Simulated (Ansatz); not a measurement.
Run report: CH7B2ClSi, nudged elastic band (part 2 of 2)

CH7B2ClSi; RKS revPBE/def2-SVP (Ansatz 0.2.0). It belongs to a series of runs on one base structure; here: band between the two ends.

Geometry of the input (Å):
```
C  -0.7991  -0.8193  1.2629
B  -0.2746  -0.1114  -0.0465
Si 1.5144  0.8998  0.0243
B  -1.0383  -0.0706  -1.5351
Cl -0.5849  -1.2795  -2.7625
H  -1.4528  -0.0380  1.7288
H  -0.0316  -1.0626  2.0253
H  -1.4552  -1.6967  1.0903
H  1.6681  2.0020  -0.9938
H  2.5900  -0.1275  -0.2579
H  1.7895  1.4805  1.3928
H  -1.8488  0.7682  -1.8945
```

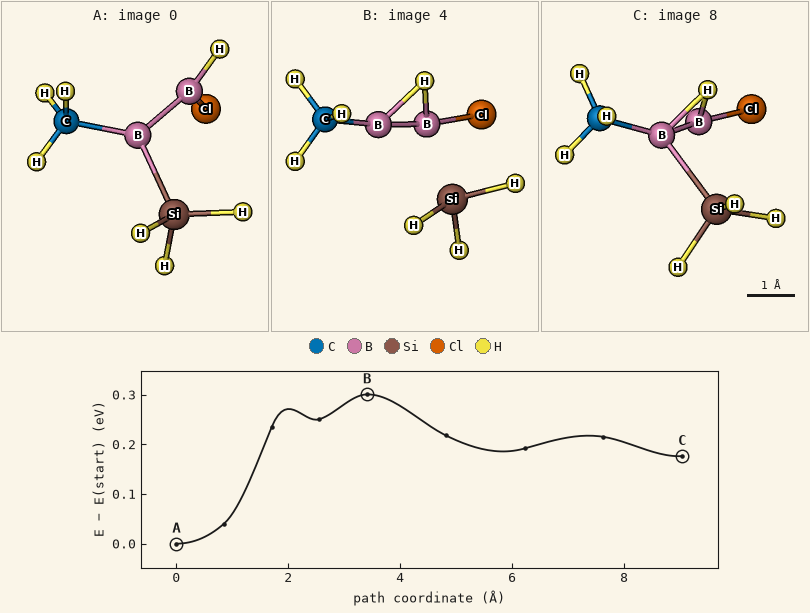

*Images of the last band (counted from 0; ball-and-stick, seen at a tilt) above the energy along the path; the line is a cubic interpolation that uses the forces.*

The highest image is number 4, 0.301 eV above the start and 0.124 eV above the end (the climbing image); the end lies 0.176 eV above the start. The path is 9.04 Å long. The band converged in 34 iterations.

```
Total energy: -22890.78397226 eV, -841.2207950498 hartree
Atom 0 at    -1.081838    -0.622821     1.433834 Å, force     0.018766    -0.012999     0.007889 eV/Å
Atom 1 at    -0.541228    -0.529824    -0.038270 Å, force    -0.027205     0.000616    -0.033042 eV/Å
Atom 2 at     1.316539     0.769077    -0.375885 Å, force    -0.020378     0.007057    -0.004805 eV/Å
Atom 3 at    -0.141689    -0.517463    -1.488783 Å, force     0.028477     0.008714     0.025491 eV/Å
Atom 4 at     0.135239    -0.528827    -3.219369 Å, force    -0.011053    -0.000244     0.005156 eV/Å
Atom 5 at    -1.279151     0.358308     1.910589 Å, force    -0.002777     0.005050     0.001752 eV/Å
Atom 6 at    -0.358720    -1.171270     2.072376 Å, force    -0.007015     0.004327    -0.002002 eV/Å
Atom 7 at    -2.028401    -1.204162     1.436894 Å, force    -0.005135     0.003227     0.003077 eV/Å
Atom 8 at     1.214600     2.160070    -0.949596 Å, force     0.007554     0.000143     0.004434 eV/Å
Atom 9 at     2.562801     0.105853    -0.898062 Å, force    -0.004713    -0.000638    -0.003661 eV/Å
Atom 10 at     1.487265     0.899776     1.117407 Å, force     0.003873    -0.003288    -0.003535 eV/Å
Atom 11 at    -1.208616     0.226286    -0.967036 Å, force     0.019606    -0.011966    -0.000754 eV/Å
Dipole moment:    -0.134986     0.107793     0.219115 e Å
this run last wrote the band of iteration 34 to [file]
```

### The last band as extended XYZ (Å, eV, eV/Å)
```
12
Properties=species:S:1:pos:R:3:forces:R:3 image=0 energy=-22891.08458
C    -0.7991   -0.8193    1.2629    0.0007   0.0002   0.0023
B    -0.2746   -0.1114   -0.0465   -0.0024   0.0015  -0.0082
Si    1.5144    0.8998    0.0243    0.0144   0.0056  -0.0001
B    -1.0383   -0.0706   -1.5351    0.0024  -0.0095  -0.0062
Cl   -0.5849   -1.2795   -2.7625   -0.0021   0.0063   0.0058
H    -1.4528   -0.0380    1.7288   -0.0023   0.0018   0.0021
H    -0.0316   -1.0626    2.0253    0.0023  -0.0023   0.0052
H    -1.4552   -1.6967    1.0903   -0.0017  -0.0032  -0.0014
H     1.6681    2.0020   -0.9938   -0.0019  -0.0050   0.0040
H     2.5900   -0.1275   -0.2579   -0.0075   0.0047   0.0026
H     1.7895    1.4805    1.3928   -0.0019  -0.0028  -0.0063
H    -1.8488    0.7682   -1.8945    0.0001   0.0026   0.0004
12
Properties=species:S:1:pos:R:3:forces:R:3 image=1 energy=-22891.04444
C    -0.8817   -0.8003    1.3250    0.0503  -0.0240  -0.0348
B    -0.2761   -0.2260   -0.0168   -0.0455   0.0280  -0.0062
Si    1.4523    0.8950    0.0032    0.0129   0.0139   0.0242
B    -0.8953   -0.1944   -1.5645   -0.0036  -0.0158  -0.0275
Cl   -0.3427   -1.1999   -2.9224   -0.0295  -0.0127   0.0845
H    -1.1579    0.0809    1.9524   -0.0122   0.0023  -0.0057
H    -0.1197   -1.3334    1.9360    0.0092   0.0108  -0.0096
H    -1.7788   -1.4416    1.2199    0.0190  -0.0202  -0.0093
H     1.4085    2.0326   -0.9882    0.0198  -0.0030   0.0145
H     2.5818   -0.0170   -0.4202    0.0005  -0.0089   0.0113
H     1.7891    1.4712    1.3578    0.0211   0.0038   0.0158
H    -1.7027    0.6779   -1.8481   -0.0420   0.0258  -0.0574
12
Properties=species:S:1:pos:R:3:forces:R:3 image=2 energy=-22890.85021
C    -0.9460   -0.7593    1.3748    0.0356  -0.0483  -0.0116
B    -0.2588   -0.4053   -0.0014    0.0453  -0.0205   0.0173
Si    1.3810    0.8687   -0.0863    0.0246   0.0219   0.0558
B    -0.6634   -0.4027   -1.5591   -0.1209   0.0814   0.0031
Cl   -0.2494   -0.8876   -3.1916   -0.0091  -0.0949   0.0255
H    -1.1293    0.1517    1.9856    0.0200  -0.0165  -0.0023
H    -0.2276   -1.3639    1.9745    0.0116  -0.0110   0.0115
H    -1.8887   -1.3352    1.2910    0.0176  -0.0223  -0.0085
H     1.2570    1.9723   -1.1070    0.0115  -0.0153   0.0132
H     2.5750    0.0317   -0.4812    0.0030  -0.0088   0.0415
H     1.6573    1.5068    1.2531    0.0405   0.0502   0.0246
H    -1.4304    0.5679   -1.4181   -0.0795   0.0841  -0.1702
12
Properties=species:S:1:pos:R:3:forces:R:3 image=3 energy=-22890.83400
C    -1.0174   -0.6861    1.3760   -0.0010  -0.0011  -0.0107
B    -0.4032   -0.3603   -0.0574    0.0070   0.0120   0.0037
Si    1.3296    0.8263   -0.2075    0.0039   0.0010   0.0138
B    -0.3558   -0.6513   -1.5598   -0.0160  -0.0135  -0.0150
Cl   -0.1686   -0.6002   -3.2759   -0.0154  -0.0013   0.0036
H    -1.2097    0.2245    1.9792    0.0027  -0.0060   0.0045
H    -0.2999   -1.3086    1.9510    0.0038  -0.0081  -0.0036
H    -1.9620   -1.2608    1.2955    0.0016  -0.0030  -0.0080
H     1.2381    2.0156   -1.1313    0.0036  -0.0091  -0.0099
H     2.5658    0.0509   -0.5846    0.0031  -0.0026   0.0194
H     1.5417    1.3534    1.1940    0.0046   0.0244   0.0025
H    -1.1819    0.3415   -0.9450    0.0021   0.0074  -0.0002
12
Properties=species:S:1:pos:R:3:forces:R:3 image=4 energy=-22890.78392
C    -1.0818   -0.6228    1.4338    0.0188  -0.0130   0.0079
B    -0.5412   -0.5298   -0.0383   -0.0272   0.0006  -0.0330
Si    1.3165    0.7691   -0.3759   -0.0204   0.0071  -0.0048
B    -0.1417   -0.5175   -1.4888    0.0285   0.0087   0.0255
Cl    0.1352   -0.5288   -3.2194   -0.0111  -0.0002   0.0052
H    -1.2792    0.3583    1.9106   -0.0028   0.0050   0.0018
H    -0.3587   -1.1713    2.0724   -0.0070   0.0043  -0.0020
H    -2.0284   -1.2042    1.4369   -0.0051   0.0032   0.0031
H     1.2146    2.1601   -0.9496    0.0076   0.0001   0.0044
H     2.5628    0.1059   -0.8981   -0.0047  -0.0006  -0.0037
H     1.4873    0.8998    1.1174    0.0039  -0.0033  -0.0035
H    -1.2086    0.2263   -0.9670    0.0196  -0.0120  -0.0008
12
Properties=species:S:1:pos:R:3:forces:R:3 image=5 energy=-22890.86646
C    -0.9920   -0.7437    1.3516    0.0004  -0.0066  -0.0046
B    -0.3838   -0.3442   -0.0677    0.0109   0.0096   0.0025
Si    1.3416    0.8303   -0.1675    0.0019  -0.0006   0.0092
B    -0.4061   -0.5735   -1.5854   -0.0181  -0.0032  -0.0056
Cl   -0.3047   -0.4898   -3.3058   -0.0188   0.0015  -0.0033
H    -1.1818    0.1380    1.9974    0.0042  -0.0085   0.0039
H    -0.2694   -1.3895    1.8938    0.0031  -0.0088  -0.0076
H    -1.9357   -1.3166    1.2518    0.0034  -0.0033  -0.0076
H     1.4098    1.8089   -1.3138    0.0107  -0.0160  -0.0154
H     2.5806   -0.0257   -0.2248    0.0035  -0.0045   0.0317
H     1.3972    1.6373    1.1104   -0.0020   0.0329  -0.0015
H    -1.1789    0.4135   -0.9060    0.0007   0.0074  -0.0016
12
Properties=species:S:1:pos:R:3:forces:R:3 image=6 energy=-22890.89281
C    -0.9196   -0.8637    1.3168   -0.0011   0.0014   0.0003
B    -0.3689   -0.3107   -0.0772    0.0017  -0.0047  -0.0018
Si    1.3516    0.8439   -0.1411   -0.0005   0.0024  -0.0013
B    -0.5165   -0.3925   -1.6073    0.0041  -0.0015   0.0064
Cl   -0.6164   -0.1931   -3.3189    0.0090  -0.0096  -0.0025
H    -1.3520   -0.0613    1.9493    0.0153   0.0094   0.0091
H    -0.0855   -1.3096    1.8976   -0.0009  -0.0165  -0.0061
H    -1.6873   -1.6507    1.1782   -0.0172   0.0131   0.0000
H     1.8229    1.2663   -1.5115   -0.0092   0.0118   0.0047
H     2.4365   -0.0159    0.4600    0.0019   0.0054  -0.0101
H     1.2280    2.1048    0.6851   -0.0014  -0.0064   0.0070
H    -1.2160    0.5275   -0.7968   -0.0017  -0.0049  -0.0057
12
Properties=species:S:1:pos:R:3:forces:R:3 image=7 energy=-22890.86936
C    -0.9243   -0.8395    1.3339   -0.0009   0.0003   0.0021
B    -0.3715   -0.2995   -0.0681    0.0012  -0.0008  -0.0010
Si    1.4015    0.7689   -0.1680   -0.0012   0.0005   0.0000
B    -0.5777   -0.3361   -1.5923   -0.0014   0.0016   0.0026
Cl   -0.7002   -0.1153   -3.3001   -0.0018   0.0020  -0.0016
H    -1.9294   -0.4215    1.5490   -0.0052  -0.0073  -0.0054
H    -0.2740   -0.5774    2.1918   -0.0055   0.0094   0.0018
H    -1.0267   -1.9439    1.3092    0.0097  -0.0011   0.0029
H     1.7806    1.3169   -1.5221    0.0007  -0.0008  -0.0003
H     2.4993   -0.1696    0.2667   -0.0003  -0.0036  -0.0023
H     1.3743    1.9412    0.7874    0.0033  -0.0023   0.0011
H    -1.1752    0.6206   -0.7532    0.0015   0.0021   0.0002
12
Properties=species:S:1:pos:R:3:forces:R:3 image=8 energy=-22890.90824
C    -0.9373   -0.8077    1.3394   -0.0058  -0.0073   0.0012
B    -0.4039   -0.2559   -0.0602    0.0066  -0.0002  -0.0034
Si    1.4335    0.6934   -0.1876   -0.0003  -0.0005  -0.0012
B    -0.6517   -0.2597   -1.5794   -0.0052  -0.0019  -0.0123
Cl   -0.8164    0.0071   -3.2766    0.0008  -0.0019   0.0090
H    -1.9912   -1.1460    1.2750    0.0101   0.0015   0.0040
H    -0.8550   -0.0700    2.1637   -0.0010  -0.0081  -0.0052
H    -0.3264   -1.6900    1.6285   -0.0086   0.0165  -0.0018
H     1.7969    1.2541   -1.5412    0.0020  -0.0015   0.0025
H     2.4815   -0.3303    0.1737   -0.0025   0.0054  -0.0015
H     1.5249    1.8375    0.7976    0.0009  -0.0023   0.0009
H    -1.1782    0.7126   -0.6988    0.0031   0.0004   0.0078
```

### Results in brief

| quantity | value |
| --- | --- |
| outcome | converged |
| barrier, forward | 0.301 eV |
| barrier, backward | 0.124 eV |
| wall time | 5.2 min (CPU time 10 min) |
| peak memory | 0.17 GiB |

### Notes

The order of the saddle point was not checked.
